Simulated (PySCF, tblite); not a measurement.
# C₅H₁₃Si₂ radical: geometry, infrared bands and EPR parameters

Aim: predict the infrared bands and EPR parameters of C₅H₁₃Si₂ radical (`C=C(C)[C]([SiH3])C[SiH3]`).

Computed with tblite 0.8.0 and PySCF 2.14.0, with density-fitted response routines of our own, on a single molecule in the gas phase. Atoms count from 0, in the outputs and in this text.

### 1 The molecule as given

20 atoms, charge 0, multiplicity 2; geometry from: force field or distance geometry start.

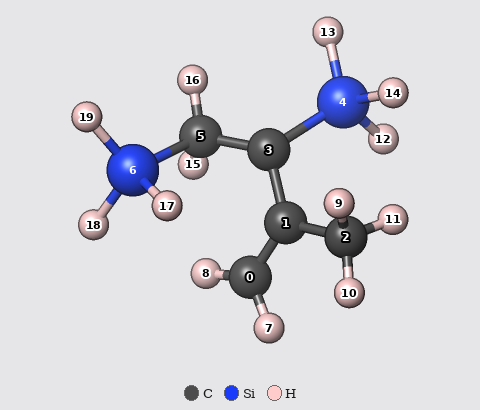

As it starts; carbon dark grey, silicon blue, hydrogen pink, atoms numbered.

### 2 Relaxing the molecule with GFN2-xTB

The job: settings as JSON, then the geometry in Å.

```
{"job": {"kind": "relax", "xc": "GFN2-xTB", "basis": "xTB"}, "charge": 0, "multiplicity": 2}
C     -0.200900    -1.405600     1.175800
C     -0.625400    -0.657100     0.143000
C     -1.798600    -1.148400    -0.638700
C     -0.003500     0.612300    -0.278800
Si    -1.218000     1.966500    -0.377900
C      1.317700     0.926800     0.317200
Si     2.479900    -0.454100    -0.180800
H     -0.763300    -2.312300     1.371900
H      0.630900    -1.156300     1.811600
H     -1.508400    -1.082000    -1.700300
H     -2.093400    -2.181100    -0.350900
H     -2.620500    -0.424500    -0.468400
H     -2.155400     2.060900     0.783000
H     -0.643500     3.306000    -0.592600
H     -2.092800     1.705300    -1.559200
H      1.317300     0.966300     1.452500
H      1.706400     1.901400    -0.056800
H      1.710000    -1.505500    -0.904100
H      2.971700    -1.099300     1.057600
H      3.584500    -0.008500    -1.007300
```

Launch:

```console
$ OMP_NUM_THREADS=1 python probes_run.py task.json out
```

One launch serves the whole session: the jobs run in the order shown.

The log of the run:

```text
step      E/eV     max force
  0    -562.85000    2.207
  1    -563.03515    1.377
  2    -563.14182    1.188
  3    -563.20406    0.812
  4    -563.25054    0.398
  5    -563.26950    0.336
  6    -563.28667    0.341
  7    -563.30311    0.292
  8    -563.31862    0.324
  9    -563.33340    0.320
 10    -563.34781    0.259
 11    -563.36051    0.333
 12    -563.37133    0.296
 13    -563.37963    0.177
 14    -563.38590    0.197
 15    -563.39215    0.177
 16    -563.39858    0.206
 17    -563.40392    0.161
 18    -563.40794    0.152
 19    -563.41160    0.145
 20    -563.41620    0.226
 21    -563.42194    0.252
 22    -563.42727    0.191
 23    -563.43120    0.146
 24    -563.43451    0.121
 25    -563.43833    0.160
 26    -563.44302    0.202
 27    -563.44798    0.180
 28    -563.45281    0.145
 29    -563.45791    0.142
 30    -563.46347    0.164
 31    -563.46908    0.159
 32    -563.47458    0.171
 33    -563.48048    0.210
 34    -563.48721    0.226
 35    -563.49485    0.197
 36    -563.50329    0.199
 37    -563.51273    0.211
 38    -563.52382    0.237
 39    -563.53667    0.271
 40    -563.54832    0.266
 41    -563.55587    0.267
 42    -563.56251    0.215
 43    -563.56843    0.185
 44    -563.57750    0.171
 45    -563.58248    0.181
 46    -563.58796    0.153
 47    -563.59290    0.146
 48    -563.59795    0.165
 49    -563.60182    0.145
 50    -563.60432    0.139
 51    -563.60651    0.123
 52    -563.60862    0.126
 53    -563.61077    0.147
 54    -563.61255    0.114
 55    -563.61411    0.117
 56    -563.61572    0.118
 57    -563.61742    0.096
 58    -563.61905    0.084
 59    -563.62051    0.083
 60    -563.62173    0.091
 61    -563.62280    0.082
 62    -563.62390    0.068
 63    -563.62499    0.077
 64    -563.62601    0.080
 65    -563.62692    0.073
 66    -563.62774    0.057
 67    -563.62851    0.062
 68    -563.62927    0.073
 69    -563.63004    0.076
 70    -563.63076    0.063
 71    -563.63141    0.054
 72    -563.63195    0.052
 73    -563.63236    0.046
 74    -563.63265    0.040
 75    -563.63286    0.030
 76    -563.63304    0.039
 77    -563.63322    0.043
 78    -563.63345    0.039
 79    -563.63368    0.039
 80    -563.63387    0.030
 81    -563.63402    0.026
 82    -563.63416    0.029
 83    -563.63434    0.040
 84    -563.63455    0.042
 85    -563.63477    0.033
 86    -563.63496    0.028
 87    -563.63512    0.024
 88    -563.63525    0.024
 89    -563.63534    0.020
 90    -563.63541    0.021
 91    -563.63548    0.018
 92    -563.63555    0.020
 93    -563.63562    0.019
 94    -563.63569    0.018
 95    -563.63575    0.021
 96    -563.63581    0.018
 97    -563.63587    0.015
 98    -563.63591    0.015
 99    -563.63595    0.018
100    -563.63601    0.022
101    -563.63611    0.029
102    -563.63627    0.031
103    -563.63644    0.028
104    -563.63659    0.024
105    -563.63672    0.028
106    -563.63688    0.035
107    -563.63716    0.049
108    -563.63761    0.060
109    -563.63817    0.057
110    -563.63880    0.068
111    -563.63952    0.078
112    -563.64037    0.080
113    -563.64050    0.154
114    -563.64244    0.081
115    -563.64371    0.061
116    -563.64528    0.132
117    -563.64594    0.044
118    -563.64638    0.044
119    -563.64704    0.109
120    -563.64766    0.049
121    -563.64796    0.046
122    -563.64899    0.052
123    -563.64949    0.057
124    -563.65012    0.073
125    -563.65071    0.056
126    -563.65121    0.050
127    -563.65170    0.076
128    -563.65246    0.071
129    -563.65327    0.064
130    -563.65456    0.093
131    -563.65619    0.101
132    -563.65814    0.108
133    -563.64892    0.404
134    -563.66035    0.085
135    -563.66132    0.068
136    -563.66236    0.188
137    -563.66437    0.060
138    -563.66515    0.064
139    -563.66690    0.101
140    -563.66799    0.075
141    -563.66974    0.076
142    -563.67218    0.077
143    -563.67381    0.070
144    -563.67450    0.063
145    -563.67512    0.059
146    -563.67561    0.053
147    -563.67617    0.042
148    -563.67672    0.042
149    -563.67703    0.053
150    -563.67729    0.035
151    -563.67749    0.022
152    -563.67763    0.021
153    -563.67774    0.021
154    -563.67784    0.022
155    -563.67791    0.017
156    -563.67796    0.015
157    -563.67800    0.018
158    -563.67804    0.017
159    -563.67808    0.016
160    -563.67814    0.017
161    -563.67820    0.016
162    -563.67825    0.013
163    -563.67828    0.011
164    -563.67830    0.009
```

Run time: 1.1 s. Hardware: 1 thread of Arm Neoverse V2, shared host.

Relaxation path: (not every step is listed)

```csv
step,energy from step 0 (eV),largest force (eV/Å)
0,0.0000,2.2069
1,-0.1852,1.3773
2,-0.2918,1.1878
3,-0.3541,0.8121
4,-0.4005,0.3977
5,-0.4195,0.3364
6,-0.4367,0.3412
7,-0.4531,0.2918
8,-0.4686,0.3238
23,-0.5812,0.1458
38,-0.6738,0.2373
53,-0.7608,0.1468
68,-0.7793,0.0734
83,-0.7843,0.0400
98,-0.7859,0.0148
113,-0.7905,0.1536
128,-0.8025,0.0711
143,-0.8238,0.0703
158,-0.8280,0.0173
159,-0.8281,0.0160
160,-0.8281,0.0169
161,-0.8282,0.0164
162,-0.8283,0.0132
163,-0.8283,0.0112
164,-0.8283,0.0091
```

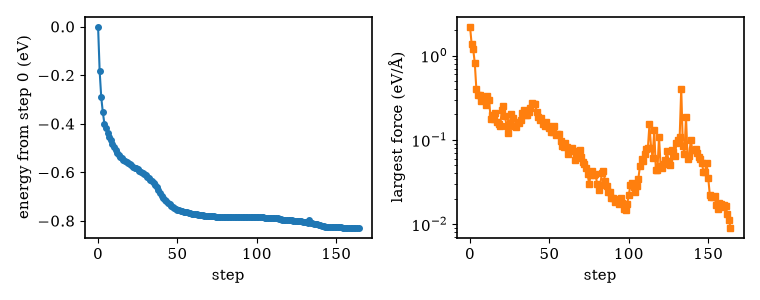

Energy and largest force along the relaxation.

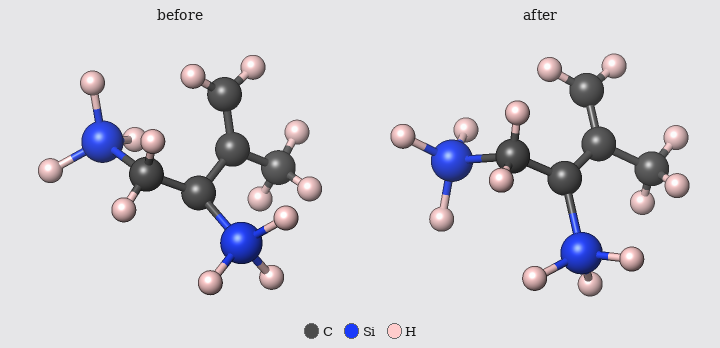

Before and after, at one scale.

Close pairs (by a distance rule), those that changed most:

```csv
bond,before (Å),after (Å),change (Å)
C1–C3,1.475,1.412,-0.063
C3–Si4,1.822,1.871,+0.049
C5–Si6,1.872,1.921,+0.049
C5–H15,1.136,1.091,-0.045
Si6–H17,1.490,1.462,-0.028
Si4–H14,1.493,1.468,-0.025
C2–H10,1.112,1.087,-0.025
Si4–H12,1.495,1.471,-0.024
```

The next job starts from the end point, and lists it.

### 3 Harmonic vibrations with GFN2-xTB

The job: settings as JSON, then the geometry in Å.

```
{"job": {"kind": "ir", "xc": "GFN2-xTB", "basis": "xTB"}, "charge": 0, "multiplicity": 2}
C     -0.302204    -1.855409     1.022849
C     -0.815413    -0.787382     0.354425
C     -2.179395    -0.926065    -0.268878
C     -0.145634     0.445899     0.200691
Si    -0.861647     1.837305    -0.824154
C      1.182374     0.664934     0.817658
Si     2.584646    -0.001770    -0.313393
H     -0.855175    -2.774736     1.106483
H      0.666139    -1.846256     1.487994
H     -2.110781    -0.856644    -1.353086
H     -2.625325    -1.884351    -0.014257
H     -2.841773    -0.134427     0.075607
H     -2.064006     2.400968    -0.191911
H      0.147445     2.897019    -0.922600
H     -1.212758     1.401946    -2.181590
H      1.261721     0.178353     1.790407
H      1.361335     1.729752     0.967920
H      2.373046    -1.425667    -0.568524
H      3.858446     0.202912     0.382273
H      2.573814     0.744297    -1.570950
```

The log of the run:

```text
mode    cm-1     km/mol
  1      60.0      0.19
  2      73.4      0.05
  3      87.1      0.31
  4     101.0      0.09
  5     132.5      0.21
  6     165.4      1.11
  7     226.7      0.45
  8     300.2      2.28
  9     347.3      0.22
 10     411.7      5.51
 11     425.2      5.44
 12     482.6      8.68
 13     513.3     24.44
 14     521.0     10.80
 15     540.8     50.12
 16     566.1     79.32
 17     591.0     25.93
 18     656.0     24.85
 19     714.0     41.60
 20     766.3    115.35
 21     770.1    270.79
 22     781.9    327.19
 23     790.9     79.05
 24     794.5     90.37
 25     799.9    192.63
 26     803.1     88.94
 27     818.6    496.50
 28     928.8      1.55
 29    1007.9      6.47
 30    1021.0      1.78
 31    1032.8      4.60
 32    1144.1     60.21
 33    1175.6      9.73
 34    1206.8     34.60
 35    1358.4      6.17
 36    1393.5      8.45
 37    1408.8      9.41
 38    1473.0      2.55
 39    1487.6      5.37
 40    1489.6      6.93
 41    1529.2      8.90
 42    2184.5    396.04
 43    2209.0    295.99
 44    2228.0    211.92
 45    2246.6    337.28
 46    2278.4    347.70
 47    2282.4    176.56
 48    2963.4     27.83
 49    2979.6     27.93
 50    3012.9     29.11
 51    3024.3     22.66
 52    3041.0     25.32
 53    3115.1     23.58
 54    3144.6     46.66
```

It took 0.72 s on 1 thread of Arm Neoverse V2, shared host.

The strongest bands and the atoms that carry them (share of the mass-weighted mode):

```csv
cm⁻¹,km/mol,atoms
770,270.8,"H19 31 %, H18 20 %, H17 17 %"
782,327.2,"H19 25 %, H17 24 %, H18 14 %"
819,496.5,"H13 36 %, H14 30 %, H12 16 %"
2184,396.0,H12 90 %
2209,296.0,H14 87 %
2228,211.9,H13 91 %
2247,337.3,H18 97 %
2278,347.7,"H19 81 %, H17 14 %"
```

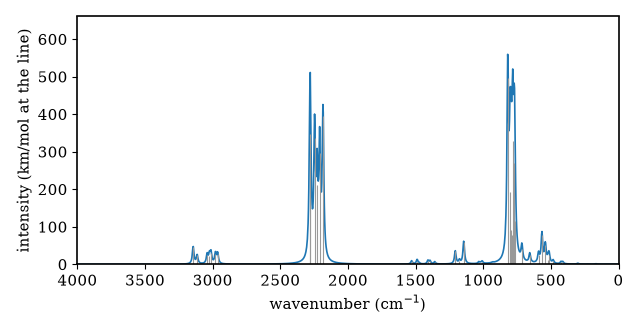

The infrared spectrum from these modes, unscaled. Lines are broadened to a width of 14 cm⁻¹ (Lorentzian).

### 4 g tensor and hyperfine couplings: B3LYP/pcH-1

The job, as its differences from that of step 3:

```diff
@@ -1,2 +1,2 @@
-{"job": {"kind": "ir", "xc": "GFN2-xTB", "basis": "xTB"}, "charge": 0, "multiplicity": 2}
+{"job": {"kind": "epr", "basis": "pcH-1"}, "charge": 0, "multiplicity": 2}
 C     -0.302204    -1.855409     1.022849
```

Level: UKS B3LYP, pcH-1 on C H Si, non-relativistic, mean-field spin-orbit, GIAO.

The log of the run:

```text
UKS, coarse grid
  cycle   1  E = -777.26219442  |g| = 3.50e-01
  cycle   2  E = -777.23910613  |g| = 3.94e-01
  cycle   3  E = -777.32158076  |g| = 4.62e-02
  cycle   4  E = -777.32262290  |g| = 2.70e-02
  cycle   5  E = -777.32299319  |g| = 1.10e-02
  cycle   6  E = -777.32307421  |g| = 5.00e-03
  cycle   7  E = -777.32309801  |g| = 2.17e-03
  cycle   8  E = -777.32310372  |g| = 6.01e-04
UKS, final grid
  cycle   1  E = -777.32314603  |g| = 7.89e-04
  cycle   2  E = -777.32314567  |g| = 1.21e-03
  cycle   3  E = -777.32314640  |g| = 7.33e-05
  cycle   4  E = -777.32314641  |g| = 4.75e-05
  cycle   5  E = -777.32314641  |g| = 3.14e-05
  cycle   6  E = -777.32314642  |g| = 7.20e-06
E = -777.32314642 Eh   <S^2> = 0.7727 (exact 0.7500)
g shifts (ppm)      1          2          3
  rmc          -136       -136       -136
  gc             -3         25         25
  oz_so          16        591       1127
  total        -122        481       1017
hyperfine (MHz)  atom isotope    a_iso     a_fc   dipolar eigenvalues
    0   13C      43.60      43.65    -41.64    -39.82     81.46
    1   13C     -43.20     -43.22    -26.49     10.61     15.88
    2   13C       4.68       4.68     -0.92     -0.05      0.97
    3   13C      57.05      57.13    -52.21    -49.99    102.20
    4  29Si      35.05      35.10     -1.51     -0.57      2.08
    5   13C     -18.17     -18.18     -2.80     -0.30      3.10
    6  29Si     -65.65     -65.74    -14.68      6.78      7.90
    7    1H     -33.74     -33.74    -20.36     -0.30     20.66
    8    1H     -32.43     -32.44    -17.14     -1.08     18.22
    9    1H     -16.31     -16.31     -2.12     -0.93      3.05
   10    1H      -2.26      -2.26     -1.91     -1.30      3.21
   11    1H     -13.76     -13.76     -2.17     -1.20      3.36
   12    1H      49.41      49.41     -2.39     -1.24      3.63
   13    1H      -0.18      -0.18     -2.17     -1.90      4.07
   14    1H      33.14      33.14     -2.26     -1.37      3.64
   15    1H      35.97      35.97     -3.77     -0.27      4.04
   16    1H      24.75      24.75     -3.34     -2.57      5.91
   17    1H       0.70       0.70     -2.57     -0.52      3.10
   18    1H      14.42      14.42     -1.53     -0.81      2.34
   19    1H      -2.43      -2.43     -1.95     -1.30      3.25
```

It took 2.1 min on 1 thread of Arm Neoverse V2, shared host; peak memory 1.1 GiB.

Principal g values 2.00220, 2.00280, 2.00334; g(iso) = 2.00278, against 2.00232 for a free electron.

Mean a(iso) over the nuclei that a row names, and the largest dipolar term of the row (other rows stand at the frozen geometry):

```csv
nuclei,isotope,a(iso) (MHz),"a(iso) (G, at g = 2.0023)",largest dipolar term (MHz)
Si6,29Si,-65.7,-23.4,-14.7
C3,13C,57.0,20.4,102.2
C0,13C,43.6,15.6,81.5
C1,13C,-43.2,-15.4,-26.5
Si4,29Si,35.1,12.5,2.1
H7,1H,-33.7,-12.0,20.7
H8,1H,-32.4,-11.6,18.2
"H15, H16",1H,30.4,10.8,5.9
"H12, H13, H14",1H,27.5,9.8,4.1
C5,13C,-18.2,-6.5,3.1
"H9, H10, H11",1H,-10.8,-3.8,3.4
C2,13C,4.7,1.7,1.0
"H17, H18, H19",1H,4.2,1.5,3.3
```

Mulliken spin populations:

C0 0.56; C1 -0.25; C2 0.01; C3 0.68; Si4 -0.03; C5 -0.04; Si6 0.05; H7 -0.02; H8 -0.02; H9 -0.01; H10 0.00; H11 -0.01; H12 0.03; H13 0.00; H14 0.02; H15 0.02; H16 0.01; H17 0.00; H18 0.01; H19 0.00

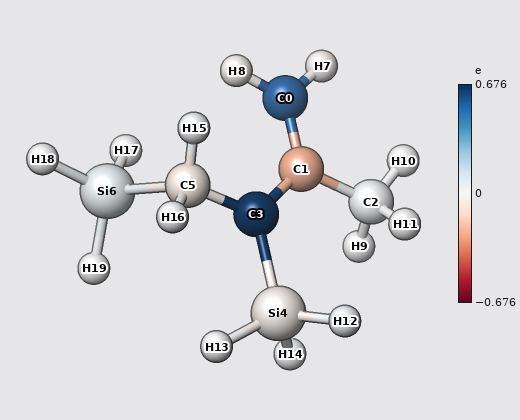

Mulliken spin populations, as colours on the atoms.

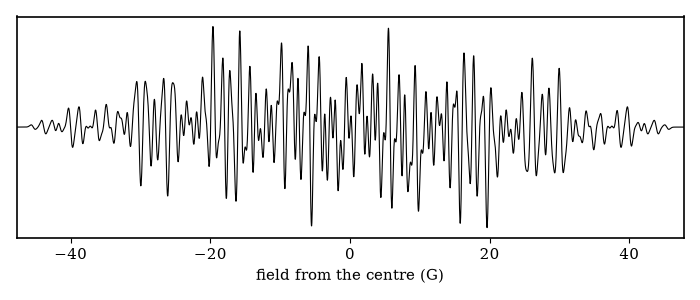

First-order isotropic spectrum (first derivative, main isotopes with spin only, couplings over 0.8 MHz, Gaussian width 0.3 G; couplings of the frozen geometry, rotation of groups not averaged beyond the rows shown).

Orbitals, density, ELF and potential are computed afterwards from the orbital file.

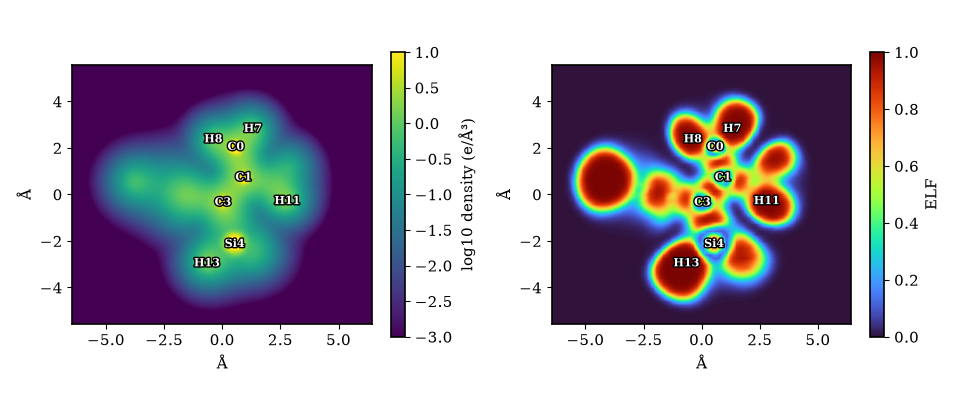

Density (left) and ELF (right) in a plane through or near 8 of the atoms.

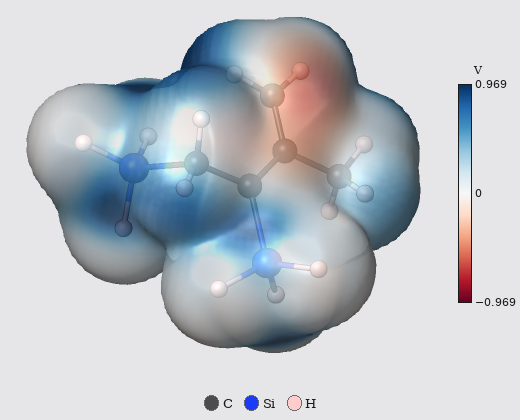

Electrostatic potential on the surface of density 0.002 e/bohr³; red is low, blue high. It runs from -0.50 V near C0 to 0.97 V near H17.

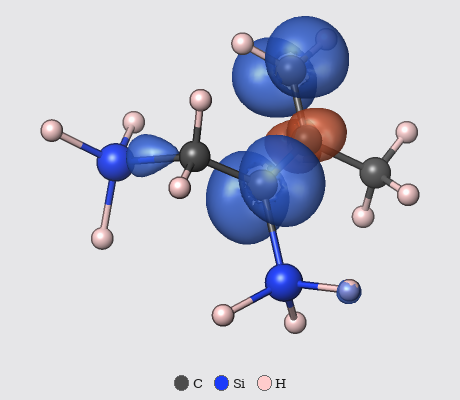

Spin density at ±0.03 e/Å³ (alpha excess blue, beta excess red).

### 5 Results

| quantity | value |
| --- | --- |
| strongest single infrared mode (GFN2-xTB) | 819 cm⁻¹, 496 km/mol |
| zero-point energy (GFN2-xTB) | 93.8 kcal/mol |
| g(iso) (B3LYP) | 2.00278 |
| ⟨S²⟩ | 0.773 (exact 0.75) |
| largest a(iso) (averaged by class) | 29Si on Si6, -65.7 MHz |
| surface potential, least and greatest | -0.50 V and 0.97 V |

In words: Over 164 steps the energy fell by 0.828 eV; of the close pairs, C1–C3 changed most, 1.475 to 1.412 Å. No mode is imaginary among the 54: a minimum at this level. The strongest single mode, at 819 cm⁻¹, is carried by H13, H14, H12. Unscaled tight-binding wavenumbers are off by several per cent, some by more. Its intensities can rank the bands wrongly. The largest spin populations lie on C3 (0.68 e), C0 (0.56 e). The isotropic g lies 0.5 ppt above the free-electron value.
